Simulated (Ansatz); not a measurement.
# One shape, several levels: [B2H4]− (SMILES B[BH2-])

Aim: a comparison of 6 runs (UHF/STO-3G, U-r2SCAN/STO-3G, U-wB97X/STO-3G, UB3LYP/STO-3G, USVWN5/STO-3G, UMP2/STO-3G) of [B2H4]−. 

The results are computed with Ansatz 0.2.0.

2 further runs of the same task are left out: 2 set aside as unsound or not needed.

## (1) The molecule

[B2H4]− has 6 atoms, charge -1, and is taken as a doublet. As SMILES, `B[BH2-]`. The H3–B1 distance was set to 2.456 Å, away from the relaxed value. At this shape a bond of the SMILES string is far longer than usual.

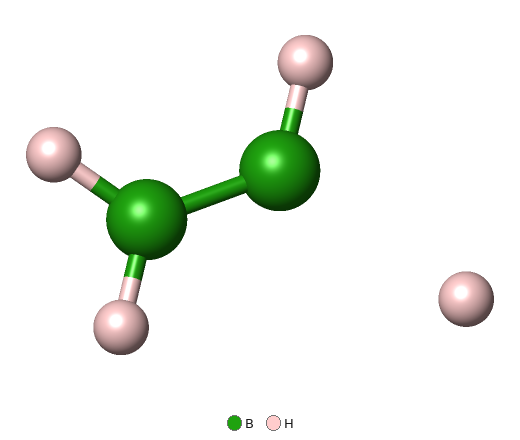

Viewed from a chosen angle; boron green, hydrogen pink.

## (2) The energy at UHF/STO-3G (run 1)

File molecule.yaml:

```yaml
crystal:
  periodic: [false, false, false]
  atoms:
    - {symbol: B, position_ang: [0.237353, -0.103929, -0.971639]}
    - {symbol: B, position_ang: [0.578223, 1.441171, -0.919009]}
    - {symbol: H, position_ang: [-0.580440, -1.438850, 0.921010]}
    - {symbol: H, position_ang: [0.338993, -0.817919, -1.967019]}
    - {symbol: H, position_ang: [0.984603, 2.102941, -1.871729]}
    - {symbol: H, position_ang: [0.485793, 2.153941, 0.076691]}
basis:
  gaussian: {orbitals: STO-3G}
total_charge: -1
magnetization: {spin_polarized: true, initial_magnetization: 1}
hamiltonian: {xc: hf}
accuracy: high
```

Command:

```bash
ansatz run molecule.yaml --threads 1 --pin off --max-ram 2610MiB --events-out events.jsonl --progress --plain --runs-dir runs
```

The program printed:

```text
Warning: RAYON_NUM_THREADS=1 ignored (pool sized by the plan → 1); use --threads N
Functional definition: HF
  name "HF"
  exchange = exact_x
  correlation = 0
228 factors; integrals over basis functions are off by at most 7.7e-9 eV
mean field evaluation 1: about -1374.1587 eV, gradient 1.4e1 eV
mean field evaluation 2: about -1374.1795 eV, gradient 1.4e1 eV
mean field evaluation 4: about -1377.5073 eV, gradient 2.0e0 eV
mean field evaluation 8: about -1377.5342 eV, gradient 2.7e-1 eV
mean field evaluation 16: about -1379.1326 eV, gradient 1.8e-8 eV
mean field evaluation 32: about -1379.1326 eV, gradient 1.0e-8 eV
mean field evaluation 64: about -1377.8434 eV, gradient 3.2e-1 eV
mean field -1379.13263115 eV, -50.6821893852 hartree, gradient 1.7e-8 eV, S^2 1.567891; 4 other end points of the search recorded, 0 dependent functions left out
reference -1379.13263115 eV, -50.6821893852 hartree; 8, 7 occupied and 6, 7 virtual orbitals, 228 factors
Total energy: -1379.13263115 eV, -50.6821893852 hartree
```

It took 0.12 s on 1 thread of Arm Neoverse V2, shared host.

## (3) A single-point energy at U-r2SCAN/STO-3G (run 2)

File in.yaml:

```yaml
crystal:
  periodic: [false, false, false]
  atoms:
    - {symbol: B, position_ang: [0.237353, -0.103929, -0.971639]}
    - {symbol: B, position_ang: [0.578223, 1.441171, -0.919009]}
    - {symbol: H, position_ang: [-0.580440, -1.438850, 0.921010]}
    - {symbol: H, position_ang: [0.338993, -0.817919, -1.967019]}
    - {symbol: H, position_ang: [0.984603, 2.102941, -1.871729]}
    - {symbol: H, position_ang: [0.485793, 2.153941, 0.076691]}
basis:
  gaussian:
    orbitals: STO-3G
total_charge: -1
magnetization:
  spin_polarized: true
  initial_magnetization: 1
hamiltonian:
  xc: r2scan
accuracy: high
```

Command:

```bash
ansatz run in.yaml --threads 1 --pin off --max-ram 2610MiB --events-out events.jsonl --progress --plain --runs-dir runs
```

The program printed:

```text
Warning: RAYON_NUM_THREADS=1 ignored (pool sized by the plan → 1); use --threads N
Functional definition: r2SCAN
  name "r2SCAN"
  parameter k0 = 0.174
  parameter k1 = 0.065
  parameter a1 = 4.9479
  exchange = r2scan_x(k0 = k0, k1 = k1, a1 = a1)
  correlation = r2scan_c
228 factors; integrals over basis functions are off by at most 7.7e-9 eV
mean field evaluation 1: about -1386.3082 eV, gradient 1.3e1 eV
mean field evaluation 2: about -1370.4281 eV, gradient 2.3e1 eV
mean field evaluation 4: about -1389.6030 eV, gradient 6.3e0 eV
mean field evaluation 8: about -1390.3253 eV, gradient 7.1e-1 eV
mean field evaluation 16: about -1390.2643 eV, gradient 4.8e-4 eV
mean field evaluation 32: about -1390.0423 eV, gradient 1.3e-2 eV
mean field -1390.26434163 eV, -51.0912722000 hartree, gradient 8.3e-8 eV, S^2 1.177668; 1 other end points of the search recorded, 0 dependent functions left out
reference -1390.26434267 eV, -51.0912722381 hartree; 8, 7 occupied and 6, 7 virtual orbitals, 228 factors
Total energy: -1390.26434267 eV, -51.0912722381 hartree
```

It took 4.2 s on 1 thread of Arm Neoverse V2, shared host; peak memory 0.2 GiB.

Runs 3 to 5 aren't shown in full; the table further down has their settings and results.

## (4) A single-point energy at UMP2/STO-3G (run 6)

Changes to in.yaml since step 3:

```diff
@@ -1 +1,4 @@
+basis:
+  gaussian:
+    orbitals: STO-3G
 crystal:
@@ -9,5 +12,2 @@
     - {symbol: H, position_ang: [0.485793, 2.153941, 0.076691]}
-basis:
-  gaussian:
-    orbitals: STO-3G
 total_charge: -1
@@ -16,4 +16,5 @@
   initial_magnetization: 1
-hamiltonian:
-  xc: r2scan
+correlation:
+  method: mp2
+  frozen_orbitals: {B: 1, H: 0}
 accuracy: high
```

Command:

```bash
ansatz run in.yaml --threads 1 --pin off --max-ram 2610MiB --events-out events.jsonl --progress --plain --runs-dir runs
```

The program printed, cut to the lines that bear on the results:

```text
Warning: RAYON_NUM_THREADS=1 ignored (pool sized by the plan → 1); use --threads N
[... 2 set-up lines as earlier in the session ...]
[...]
228 factors; integrals over basis functions are off by at most 7.7e-9 eV
[...]
mean field -1379.13263115 eV, -50.6821893852 hartree, gradient 1.7e-8 eV, S^2 1.567891; 9 other end points of the search recorded, 0 dependent functions left out
2 core orbitals not correlated: weight in the atoms' cores, before any rotation towards them, 1.000 or more for the frozen orbitals, at most 0.000 for the correlated occupied ones
reference -1379.13263115 eV, -50.6821893852 hartree; 6, 5 occupied and 6, 7 virtual orbitals, 228 factors
second order -1.74058422 eV of doubles, -0.00000000 eV of singles
Total energy: -1380.87321537 eV, -50.7461546754 hartree
```

It took 0.12 s on 1 thread of Arm Neoverse V2, shared host.

## (5) The series

| run | level | frozen core orbitals | energy (Eh) | ⟨S²⟩ | wall time |
| --- | --- | --- | --- | --- | --- |
| 1 | UHF/STO-3G | – | -50.682189 | 1.568 | 0.12 s |
| 2 | U-r2SCAN/STO-3G | – | -51.091272 | 1.178 | 4.2 s |
| 3 | U-wB97X/STO-3G | – | -51.099493 | 1.184 | 10 s |
| 4 | UB3LYP/STO-3G | – | -51.142948 | 1.106 | 2.2 s |
| 5 | USVWN5/STO-3G | – | -50.488497 | 0.873 | 0.84 s |
| 6 | UMP2/STO-3G | 2 | -50.746155 | 1.568 | 0.12 s |

## (6) Summary of results

| quantity | value |
| --- | --- |
| run 6: total energy | -50.74615 Eh |
| run 6: correlation energy (2 core orbitals frozen) | -64.0 mEh |
| run 6: ⟨S²⟩ of the reference determinant | 1.568 |

**Reading.** Totals of different functionals can't be ranked against each other. In runs 1, 2, 3, 4, 5, 6 the basis is minimal, so the values are rough. Spin contamination of the reference: run 1 ⟨S²⟩ = 1.57, run 6 ⟨S²⟩ = 1.57, run 3 ⟨S²⟩ = 1.18, run 2 ⟨S²⟩ = 1.18, run 4 ⟨S²⟩ = 1.11, run 5 ⟨S²⟩ = 0.87. Where it is this large, the reference is a mixture of spin states, and values that rest on it are in doubt. All runs together took 18 s, the longest 10 s.
